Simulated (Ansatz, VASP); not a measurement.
# NaHgH2: VASP beside Ansatz

One calculation is typed for both programs; each brings its own data sets and cutoff. How far apart do they land? The cell is invented: other elements were put on sites of a known structure type. It may not be a known or stable phase. The cell comes out of the VASP series on this material, whose earlier steps may have relaxed, scaled or displaced it; both programs get it as it stands.

Method: plane waves, with VASP 6.6.1 beside it; single point at PBE, in Ansatz 0.2.0.

## Step 1: The starting structure

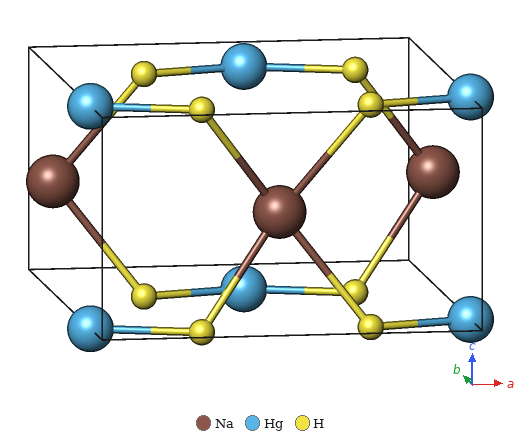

Start, viewed slightly off an axis; sodium brown, mercury blue, hydrogen yellow. This picture shows the conventional cell, with its axes. Some periodic images of atoms are drawn too.

## Step 2: VASP: single point, PBE

With cell and atoms fixed, the geometry can't cause a difference; cores, projectors, grids and the points listed under the comparison can.

Lines of VASP's logs that name or quote its potential files are left out, and so is its time.

INCAR reads:

```
SYSTEM = NaHgH2
PREC = Accurate
ENCUT = 400
EDIFF = 1E-06
NELM = 100
ISMEAR = -1
SIGMA = 0.05
LREAL = .FALSE.
ALGO = Normal
GGA = PE
NBANDS = 16
LORBIT = 11
LWAVE = .FALSE.
LCHARG = .TRUE.
ISIF = 2
LELF = .TRUE.
LVHAR = .TRUE.
```

POSCAR reads:

```
NaHgH2
1.0
    3.0679010793     -2.8582388709      0.2318026444
    3.0679010793      2.8582388709      0.2318026444
   -0.3316131100      0.0000000000      3.5824049854
Na Hg H
1 1 2
Direct
    0.3271764941      0.6728235059      0.5000000000
    0.8400254130      0.1599745870      0.0000000000
    0.1961882979      0.3592882150      0.9975829340
    0.6407117850      0.8038117021      0.0024170660
```

KPOINTS reads:

```
Automatic mesh
0
Gamma
7 7 7
0 0 0
```

The projector-augmented-wave data sets are Na_pv, Hg and H (PBE family, release 64).

Launch:

```bash
$ mpirun -np 2 vasp_std
```

Numbers of over 12 decimals in the logs are rounded to 6 here.

What it wrote:

```text
[banner, memory and clock lines left out]
running    2 mpi-ranks, on    1 nodes
 distrk:  each k-point on    2 cores,    1 groups
 distr:  one band on    1 cores,    2 groups

 POSCAR found type information on POSCAR NaHgH
 POSCAR found :  3 types and       4 ions
 LDA part: xc-table for (Slater+PW92), standard interpolation
 POSCAR, INCAR and KPOINTS ok, starting setup
 FFT: planning ... GRIDC
 FFT: planning ... GRID_SOFT
 FFT: planning ... GRID
 WAVECAR not read
 entering main loop
       N       E                     dE             d eps       ncg     rms          rms(c)
DAV:   1     0.124633889681E+03    0.12463E+03   -0.90471E+03  3208   0.108E+03
DAV:   2    -0.400336002140E+01   -0.12864E+03   -0.12519E+03  3384   0.308E+02
DAV:   3    -0.839464192270E+01   -0.43913E+01   -0.43801E+01  3944   0.629E+01
DAV:   4    -0.842840076160E+01   -0.33759E-01   -0.33757E-01  3632   0.558E+00
DAV:   5    -0.842892361500E+01   -0.52285E-03   -0.52285E-03  4208   0.602E-01    0.720E+00
DAV:   6    -0.770621626235E+01    0.72271E+00   -0.11188E+00  3592   0.124E+01    0.428E+00
DAV:   7    -0.761878954321E+01    0.87427E-01   -0.51587E-01  3456   0.407E+00    0.161E+00
DAV:   8    -0.761757161986E+01    0.12179E-02   -0.46798E-02  3808   0.198E+00    0.278E-01
DAV:   9    -0.761768617516E+01   -0.11456E-03   -0.21154E-03  3864   0.514E-01    0.151E-01
DAV:  10    -0.761791368293E+01   -0.22751E-03   -0.89329E-04  3600   0.223E-01    0.241E-02
DAV:  11    -0.761792029944E+01   -0.66165E-05   -0.44520E-05  4224   0.590E-02    0.116E-02
DAV:  12    -0.761792053507E+01   -0.23562E-06   -0.87173E-06  3568   0.284E-02
   1 F= -.76179205E+01 E0= -.76149465E+01  d E =-.594800E-02
```

Parts of OUTCAR (step 2):

```text
ion  position               nearest neighbor table
   1  0.327  0.673  0.500-   2 3.32   2 3.32
   2  0.840  0.160  0.000-   3 1.77   4 1.77   1 3.32   1 3.32
   3  0.196  0.359  0.998-   2 1.77
   4  0.641  0.804  0.002-   2 1.77

  LATTYP: Found a base centered monoclinic cell.
 ALAT       =     6.1532916389
 B/A-ratio  =     0.9290113450
 C/A-ratio  =     0.5846822648
 COS(beta)  =    -0.0168892186

 Subroutine GETGRP returns: Found  2 space group operations
 (whereof  2 operations were pure point group operations)

The static configuration has the point symmetry C_2 .

 Found    100 irreducible k-points:

   k-points           NKPTS =    100   k-points in BZ     NKDIM =    100   number of bands    NBANDS=     16

   dimension x,y,z NGX =    28 NGY =   28 NGZ =   24
   dimension x,y,z NGXF=    56 NGYF=   56 NGZF=   48

   ENCUT  =  400.0 eV  29.40 Ry    5.42 a.u.   6.85  6.85  5.87*2*pi/ulx,y,z

   NELECT =      21.0000    total number of electrons

 k-points in reciprocal lattice and weights: Automatic mesh
   0.00000000  0.00000000  0.00000000       0.003
   0.14285714 -0.00000000  0.00000000       0.012
   0.28571429  0.00000000  0.00000000       0.012
   0.42857143 -0.00000000  0.00000000       0.012
   0.14285714  0.14285714 -0.00000000       0.006
   0.28571429  0.14285714  0.00000000       0.012
   0.42857143  0.14285714  0.00000000       0.012
  -0.42857143  0.14285714 -0.00000000       0.012
  -0.28571429  0.14285714  0.00000000       0.012
[...]
-0.14285714 -0.28571429  0.42857143       0.012
  -0.14285714 -0.14285714  0.42857143       0.006

 average (electrostatic) potential at core
       1 -48.9374       2 -42.7453       3 -35.8296       4 -35.8296

 E-fermi :   1.6373

 k-point     1 :       0.0000    0.0000    0.0000
  band No.  band energies     occupation
    ...
      6      -6.0937      2.00000
      7      -5.8240      2.00000
      8      -5.7465      2.00000
      9      -5.7304      2.00000
     10      -1.0530      2.00000
     11       3.7134      0.00000
     12       4.5512      0.00000
     13       6.3498      0.00000
     14       7.0427      0.00000
     15       7.3857      0.00000
    ...

 k-point     2 :       0.1429   -0.0000    0.0000
  band No.  band energies     occupation
    ...
      6      -6.0947      2.00000
      7      -5.8295      2.00000
      8      -5.7343      2.00000
      9      -5.6892      2.00000
     10      -1.3876      2.00000
     11       3.0770      0.00000
     12       4.8676      0.00000
     13       6.9671      0.00000
     14       7.2179      0.00000
     15       7.7907      0.00000
    ...

 k-point     3 :       0.2857    0.0000    0.0000
  band No.  band energies     occupation
    ...
      6      -6.0984      2.00000
      7      -5.8446      2.00000
      8      -5.7404      2.00000
      9      -5.4453      2.00000
     10      -2.3486      2.00000
     11       2.9041      0.00000
     12       4.9096      0.00000
     13       6.9884      0.00000
     14       7.6861      0.00000
     15       8.2229      0.00000
    ...

  Total       -0.2948597      0.0350090     -0.2001764      0.0000000      0.0000000      0.0871549
  in kB       -7.4671440      0.8865827     -5.0693463      0.0000000      0.0000000      2.2071450
  external PRESSURE =      -3.8833026 kB  Pullay stress =       0.0000000 kB

  energy-cutoff  :      400.00
  volume of cell :       63.27
      direct lattice vectors                 reciprocal lattice vectors
     3.067901079 -2.858238871  0.231802644     0.161845903 -0.174932895  0.014981618
     3.067901079  2.858238871  0.231802644     0.161845903  0.174932895  0.014981618
    -0.331613110  0.000000000  3.582404985    -0.020944761  0.000000000  0.277203288

 POSITION                                       TOTAL-FORCE (eV/Angst)
 -----------------------------------------------------------------------------------
      2.90209      0.98794      2.02301         0.000000     -0.001172      0.000000
      3.06790     -1.94375      0.23180        -0.000000      0.103761      0.000000
      1.37334      0.46618      3.70251        -0.047012     -0.051294     -0.003324
      4.43085      0.46618      0.34350         0.047012     -0.051294      0.003324
 -----------------------------------------------------------------------------------
    total drift:                                0.000000      0.001731      0.000000

  FREE ENERGIE OF THE ION-ELECTRON SYSTEM (eV)
  ---------------------------------------------------
  free  energy   TOTEN  =        -7.6179205351 eV

  energy  without entropy=       -7.6119725370  energy(sigma->0) =       -7.61494654

 total charge
# of ion       s       p       d       tot
------------------------------------------
    1        0.060   5.979   0.000   6.039
    2        0.855   0.430   9.264  10.549
    3        0.501   0.012   0.000   0.512
    4        0.501   0.012   0.000   0.512
--------------------------------------------------
tot          1.915   6.433   9.264  17.612

[... 3 further parts left out ...]
```

The run ends at a pressure of -0.39 GPa, with forces up to 0.10 eV/Å.

## Step 3: Ansatz: single point, PBE

Ansatz runs on its default PAW (the set named soft_2) files.

The same cell, functional, mesh and smearing now go to Ansatz, which takes its cutoff from its data sets.

input.yaml reads:

```yaml
crystal:
  lattice:
    - [3.0679010793, -2.8582388709, 0.2318026444]
    - [3.0679010793, 2.8582388709, 0.2318026444]
    - [-0.33161311, 0.0, 3.5824049854]
  atoms:
    - { symbol: Na, position: [0.3271764941, 0.6728235059, 0.5] }
    - { symbol: Hg, position: [0.840025413, 0.159974587, 0.0] }
    - { symbol: H, position: [0.1961882979, 0.359288215, 0.997582934] }
    - { symbol: H, position: [0.640711785, 0.8038117021, 0.002417066] }
hamiltonian:
  xc: pbe
  pseudopotentials: { kind: paw }
kpoints:
  mp_grid: { grid: [7, 7, 7] }
scf:
  occupations: { method: fermi_dirac, width: 0.05 }
  n_extra_bands: 5
output:
  forces: true
  stress: true
  eigenvalues: true
```

Launch:

```bash
$ ansatz run input.yaml --threads 2 --pin off --max-ram 4608MiB --backend cpu --events-out ev --progress --plain --runs-dir out
```

What it wrote:

```text
scf.n_extra_bands = 5 over 16 filled bands (N_el = 31.0): the run solves 21 bands
Engine: ansatz 0.2.0, aarch64-unknown-linux-gnu
Pseudopotentials: kind: paw
Pseudopotential: Na, paw, valence charge 9, recommended cutoff 420 eV (normal), Na.paw.azcp
Pseudopotential: Hg, paw, valence charge 20, recommended cutoff 420 eV (normal), Hg.paw.azcp
Pseudopotential: H, paw, valence charge 1, recommended cutoff 420 eV (normal), H.paw.azcp
Functional definition: PBE
  parameter kappa = 0.804
  parameter beta = 0.066725
  exchange = pbe_x(kappa = kappa, mu = beta*pi^2/3)
  correlation = pbe_c(beta = beta)
Crystal: 4 atoms, lattice volume = 63.266 Å³
Basis set: ecut = 420 eV, 1223 PW (Γ), exchange–correlation on 60×60×50 points (8 copies of the dense FFT grid, shifted against one another)
Bands: 21, of which v1, the nominal top of the filled ones, is band 16 counted from 1 (15 counted from 0)
Symmetry: 2 space group operations
Space group: C2 (ITA 5), of the structure as read, at distance tolerance 4.0e-5 Å
k-points: 100 of 343 (time reversal used)
Non-local potential: Na, projectors of the file, l = 0: 3, l = 1: 2, l = 2: 1
Non-local potential: Hg, projectors of the file, l = 0: 3, l = 1: 2, l = 2: 2, l = 3: 1
Non-local potential: H, projectors of the file, l = 0: 2, l = 1: 1
PAW form: soft (Blöchl's): semilocal exchange-correlation on the pseudo side does not see the compensation charge
PAW one-centre angular grid: Na, 110 points (default); XC on 64 Gauss nodes
PAW one-centre angular grid: Hg, 590 points (default); XC on 64 Gauss nodes
PAW one-centre angular grid: H, 110 points (default); XC on 64 Gauss nodes
Initial density: superposition of atomic densities (neutral atoms: chi_scale 0, normalization atom), corrected by the library's trained network
Initial wavefunctions: pseudopotential atomic-orbital guess
Functional: x = pbe(κ = 0.804, μ = 0.219515), c = pbe(β = 0.066725)
SCF iter   1: F=—  HF=-15331.011223 eV  |F-HF|=—  |Δ(HF+E_count)|=         —  Δρ=4.56e-3  dr2=2.63e-2  ethr=1.77e-3  ⟨swp⟩=6.0  Hψ=9472  notcnv=0
preconditioner: auto → Kerker (q_TF=auto, 2.422 Å⁻¹)  [metal: Δε(μ)=0.084 eV  Ē_g=11.655 eV  σ=0.050 eV  W_gap=0.39  n_scr=18 (ndim 8)  ℏωp=18.1 eV  f_vac=0.032  D(μ)=0.68/eV (n_scr^D=0)]
SCF iter   2: F=—  HF=-15331.007195 eV  |F-HF|=—  |Δ(HF+E_count)|=   4.03e-3  Δρ=2.83e-3  dr2=1.26e-2  ethr=8.47e-5  ⟨swp⟩=1.0  Hψ=2900  notcnv=0
SCF iter   3: F=—  HF=-15331.003322 eV  |F-HF|=—  |Δ(HF+E_count)|=   3.87e-3  Δρ=8.09e-4  dr2=7.97e-4  ethr=4.05e-5  ⟨swp⟩=2.0  Hψ=2684  notcnv=0
SCF iter   4: F=—  HF=-15331.003332 eV  |F-HF|=—  |Δ(HF+E_count)|=   9.78e-6  Δρ=2.47e-4  dr2=6.87e-5  ethr=2.57e-6  ⟨swp⟩=2.4  Hψ=2631  notcnv=0
SCF iter   5: F=—  HF=-15331.003327 eV  |F-HF|=—  |Δ(HF+E_count)|=   5.12e-6  Δρ=8.66e-5  dr2=6.56e-6  ethr=2.22e-7  ⟨swp⟩=2.0  Hψ=2373  notcnv=0  defer=10
SCF iter   6: F=—  HF=-15331.003331 eV  |F-HF|=—  |Δ(HF+E_count)|=   4.34e-6  Δρ=2.59e-5  dr2=5.69e-7  ethr=2.12e-8  ⟨swp⟩=2.1  Hψ=2835  notcnv=0  defer=10
SCF iter   7: F=—  HF=-15331.003331 eV  |F-HF|=—  |Δ(HF+E_count)|=   1.52e-7  Δρ=1.09e-5  dr2=1.04e-7  ethr=3.23e-10  ⟨swp⟩=7.7  Hψ=8974  notcnv=0
SCF iter   8: F=-15331.003331 eV  HF=-15331.003331 eV  |F-HF|=1.99e-9  |Δ(HF+E_count)|=   3.81e-8  Δρ=3.95e-6  dr2=1.13e-8  ethr=3.23e-10  ⟨swp⟩=4.0  Hψ=6268  notcnv=0
SCF 1 converged in 8 iterations: F = -15331.003331 eV  dr2 = 1.13e-8
  greatest PAW one-centre occupation: 1.000 electrons in one spin orbital (limit 2), on the Hg atom at site 1 (counted from 0), in its partial waves of l = 0
SCF converged after 8 iterations
Free energy (F): -15331.003331 eV
Harris-Foulkes:  -15331.003331 eV  (|F-HF|=1.99e-9)
Internal energy: -15330.997419 eV  (E = F + TS)
E sigma→0 (E₀):  -15331.000375 eV
Entropy (-TS):   -0.005912 eV (-1.478 meV/atom)
Fermi energy:    7.055872 eV
--- Per-component energies (eV) ---
  E_band       = -752.908810
  E_kinetic    = 749.795012
  E_local      = -4595.705564  (includes V_loc(G=0)·N_el)
  E_nonlocal   = 188.209989
  E_hartree    = 1860.373166
  E_xc         = -277.270458
  E_vxc        = -335.482496  (∫ρ·V_xc dr)
  E_paw        = -10207.162959  (= ΣΔE_a)
  E_vpaw       = -480.473012  (= ΣTr[D̂ρ^β])
  E_aug_tail   = -0.001119  (compensation charges beyond the density's cutoff)
  E_ewald      = -3049.235487
  E_smearing   = -0.005912  (= −TS)
  E_closure    = 0.000000  (closes the sum)
  Σ components = -15331.003331   (vs F -15331.003331, Δ=0.00e0)
--- Forces (eV/Å), atoms counted from 1 ---
  atom   1  Na     0.00000000    -0.00468136     0.00000000
  atom   2  Hg     0.00000000     0.05626877     0.00000000
  atom   3  H     -0.10390157    -0.02584623    -0.00692384
  atom   4  H      0.10390157    -0.02584623     0.00692384
  max |Σ_I F_I| component: 1.05e-4 eV/Å
--- Stress (GPa, compression-positive) ---
       -0.894064      -0.000000       0.186456
       -0.000000       0.409820      -0.000000
        0.186456      -0.000000      -0.168594
  P = ⅓ Tr σ = -0.2176 GPa (-2.176 kbar)
--- Band table (eV; the first three rows and the last of 100) ---
  k-point 0: bands = [... 12 lower, -0.3221, -0.3100, 4.3540, 9.1330, 9.9670, 11.7688, 12.4354, 12.7977, ... 1 higher]
  k-point 1: bands = [... 12 lower, -0.3560, -0.1658, 4.4277, 9.0814, 9.9324, 10.3746, 11.9709, 14.9039, ... 1 higher]
  k-point 2: bands = [... 12 lower, -0.4556, 0.4390, 4.5948, 7.1982, 9.9627, 10.9045, 12.5642, 15.2385, ... 1 higher]
  k-point 99: bands = [... 12 lower, -0.2465, 2.7744, 2.8603, 6.3534, 8.0363, 9.1969, 11.0412, 11.3838, ... 1 higher]
```

It took 4.9 s on 2 threads of Arm Neoverse V2, shared host; peak memory 0.41 GiB; 9.7 s of CPU time.

The run ends at a pressure of -0.22 GPa, with forces up to 0.11 eV/Å.

## Step 4: Differences

Known differences besides the PAW data sets themselves: the data sets hold 31 valence electrons in Ansatz (default PAW (the set named soft_2) files) and 21 in VASP; the cutoff is 420 eV in Ansatz and 400 eV in VASP; VASP leaves aspherical gradient terms in its spheres out (LASPH is not set), Ansatz keeps them. Total energies have different zeros and are not compared.

The two programs side by side:

| quantity | Ansatz | VASP | difference |
| --- | --- | --- | --- |
| pressure (GPa) | -0.22 | -0.39 | +0.17 |

Forces (eV/Å; atoms numbered as in POSCAR):

| atom | Ansatz x, y, z | VASP x, y, z |
| --- | --- | --- |
| Na1 | 0.000, -0.005, 0.000 | 0.000, -0.001, 0.000 |
| Hg2 | 0.000, 0.056, 0.000 | 0.000, 0.104, 0.000 |
| H3 | -0.104, -0.026, -0.007 | -0.047, -0.051, -0.003 |
| H4 | 0.104, -0.026, 0.007 | 0.047, -0.051, 0.003 |

The forces differ by 29 meV/Å r.m.s., which is 70.1 % of the r.m.s. force of 0.04 eV/Å (both taken over all components). Ansatz's pressure holds a Pulay correction of 0.08 GPa; VASP's holds none.

## Step 5: What moves the difference

The difference is large enough to ask for its cause, so further runs change the set-up of one program at a time, as the table lists.

| run | r.m.s. force difference (meV/Å) |
| --- | --- |
| as above | 29 |
| Ansatz's larger PAW set (cutoff 1000 eV) | 27 |
| norm-conserving potentials (cutoff 1197 eV) | 25 |

## Step 6: Outcome

```json
{
  "r.m.s. force difference (single point, PBE)": "29 meV/Å"
}
```

What this shows: The r.m.s. force difference is 29 meV/Å (single point, PBE), beyond the 12 meV/Å picked in this series as the mark of a large difference. For single point, PBE: no further run halves the r.m.s. force difference; only Ansatz's side was varied, and Ansatz's runs with other potentials lie closer to each other than to VASP, which for this quantity points to VASP's side; this was not tested here. How closely two codes agree says nothing of how well the functional describes the real material.

[Lines on the potential files, build, host, timing and source positions are cut from VASP's logs without a mark.]

[Logs are printed without paths, hosts, clocks, repeated set-up lines and the standing remarks that a program may print on its own settings, such as how far it seeks lower states.]

[Hosts, paths, dates, database ids (printed as entryN), source tags and the programs' standing remarks are cut or masked in the printed files.]
